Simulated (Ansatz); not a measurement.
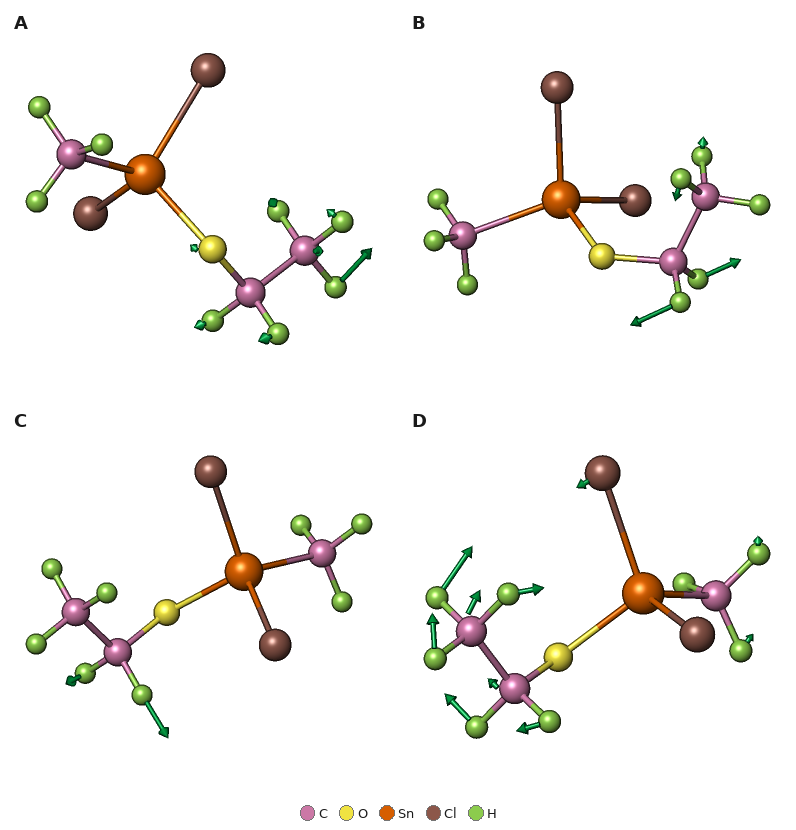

4 normal modes of one molecule or complex, as arrows. Harmonic vibrations computed with RKS PBE0-D4/def2-TZVP, core potentials on Sn (Ansatz 0.2.0) at a stationary point of the same level.

**Match the panels to the wavenumbers 66 cm⁻¹, 914 cm⁻¹, 1313 cm⁻¹, 3021 cm⁻¹.**

A: 914 cm⁻¹
B: 1313 cm⁻¹, angle bending
C: 3021 cm⁻¹, in-phase stretching of 2 C–H bonds
D: 66 cm⁻¹, a torsion or out-of-plane motion in which bond lengths and bond angles hardly change
